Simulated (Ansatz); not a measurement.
The calculation's input:

```
crystal:
  periodic: [false, false, false]
  atoms:
    - { symbol: C, position_ang: [-0.2898, 0.9028, -0.778] }
    - { symbol: C, position_ang: [0.3278, -0.0246, 0.0322] }
    - { symbol: "N", position_ang: [1.42, -0.3562, 0.4952] }
    - { symbol: C, position_ang: [0.1938, -1.1131, 0.863] }
    - { symbol: H, position_ang: [-1.224, 0.4937, -1.2609] }
    - { symbol: H, position_ang: [-0.6434, 1.8147, -0.1772] }
    - { symbol: H, position_ang: [0.3622, 1.3014, -1.5709] }
    - { symbol: H, position_ang: [0.1227, -2.1023, 0.4457] }
    - { symbol: H, position_ang: [-0.1808, -0.9627, 1.9337] }
basis:
  gaussian: { orbitals: def2-SVP }
hamiltonian:
  xc: pbe
  dispersion: d4
relax:
  f_tol: 0.02
  max_steps: 50
output:
  orbitals: {}
```

Command:

```sh
ansatz run input.yaml --threads 1 --pin off --max-ram 2048MiB --backend cpu --events-out ev --progress --plain --runs-dir out
```

The fields are those of the run's last geometry, not of the input's.

Method: RKS PBE-D4/def2-SVP in Ansatz.

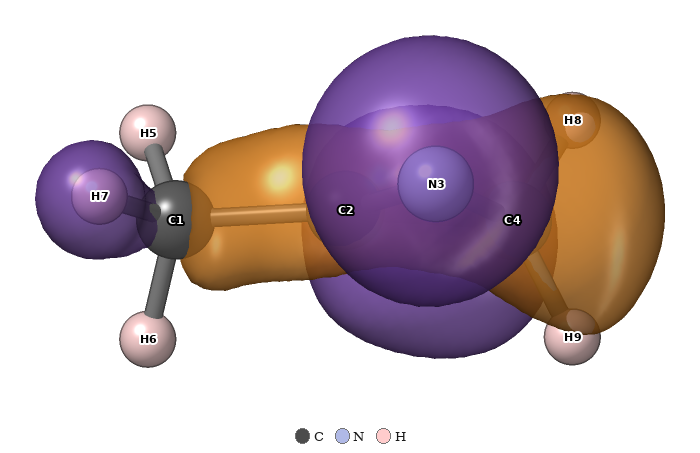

C3H5N. One frontier orbital at ±0.1 Å⁻³ᐟ² (orange and purple are the two phases), seen from one side.

Question: Which orbital is it: HOMO or LUMO?

Answer: The HOMO, at −6.13 eV. It lies mainly on N3 (about 45 %), C4 (about 30 %) and C2 (about 15 %).
